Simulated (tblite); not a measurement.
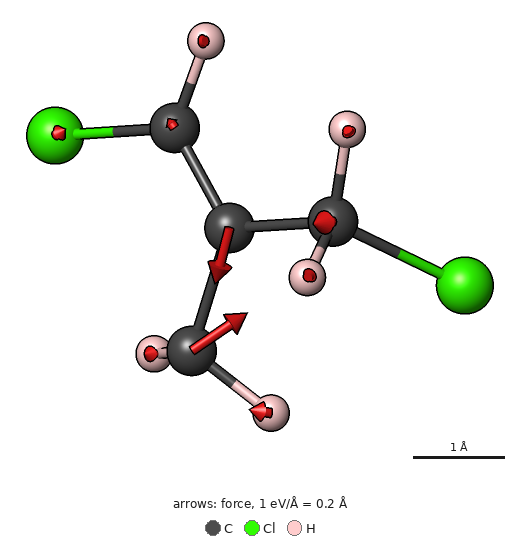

Starting geometry of C₄H₅Cl₂ (multiplicity 2) with the computed forces as red arrows. A ball-and-stick model, seen from a free direction.

Level of theory: GFN2-xTB geometry optimisation, gas phase in tblite. 

**Is this structure relaxed? If not, where do the atoms go?**

It isn't relaxed: the largest force vector, on a C atom, is 3.83 eV/Å. The final displacements have little in common with the starting forces (cosine between the two patterns 0.19). Over 75 geometry steps the energy falls by 0.840 eV. The largest move after the best rigid fit is that of a Cl atom, 1.10 Å. By element the largest moves are Cl 1.10 Å, H 0.72 Å, C 0.21 Å. Some distances before and after: C–C 1.502 → 1.366 Å, C–C 1.344 → 1.391 Å, C–H 1.120 → 1.074 Å, C–Cl 1.738 → 1.694 Å. Among the angles between lasting bonds that change: C–C–H 109.0° → 121.2°, H–C–H 108.9° → 117.6°, Cl–C–H 112.9° → 106.4°. Groups turn about C–C by about 40°. Cost: 0.66 s on 1 thread of Intel(R) Xeon(R) Platinum 8259CL CPU @ 2.50GHz, on a shared host.
